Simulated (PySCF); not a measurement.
SMILES [SiH3][O][SnH3] (H₆OSiSn) at its CAM-B3LYP/def2-SVP optimised geometry (Å):

```
9

Sn    -0.2373    -2.1801     0.0000
O     -0.8139    -0.2878     0.0000
Si    -0.7259     1.1155    -0.8481
H     -0.8998    -2.8167     1.4328
H     -0.8848    -2.8978    -1.4079
H      1.4706    -2.1801     0.0000
H      0.6892     1.5650    -1.0222
H     -1.4706     2.1801    -0.1217
H     -1.3198     0.9717    -2.2123
```

Level of theory: CAM-B3LYP/def2-TZVP, def2 effective core potentials past Kr in PySCF 2.14.0. The core electrons that the potentials of Sn replace are not part of the density.

Map of the electron localisation function on the plane z = 1.5 Å:

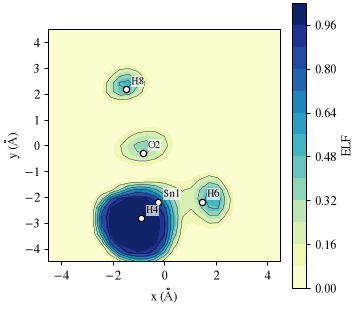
Electron localisation function on the plane z = 1.5 Å.
